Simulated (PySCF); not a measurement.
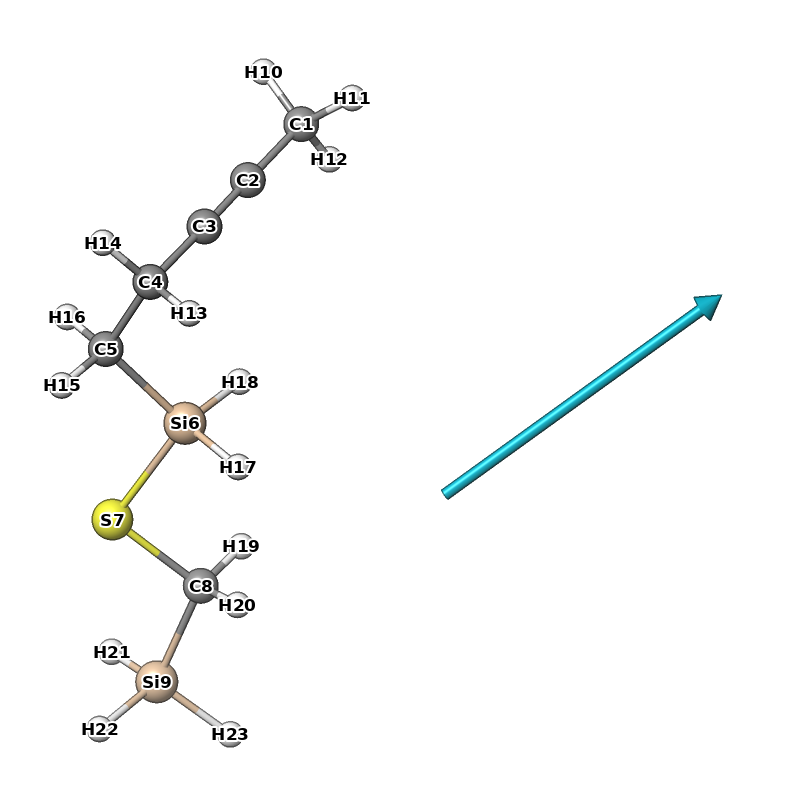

The arrow beside the molecule shows the direction of the dipole moment, from the negative to the positive end (its length means nothing). Computed geometry: GFN2-xTB optimisation. No frequency run is at hand to confirm it as a minimum. Level of theory: PBE0/pcSseg-1, gas phase (PySCF 2.14.0).

Estimate the dipole moment.

1.76 D; it points from the side of H22 to the side of H11 (the outermost atoms at the two ends).

The geometry is semi-empirical. Around Si such bond lengths and angles can be off by a tenth of an ångström or more and by several degrees, and values that hang on the shape move with them.
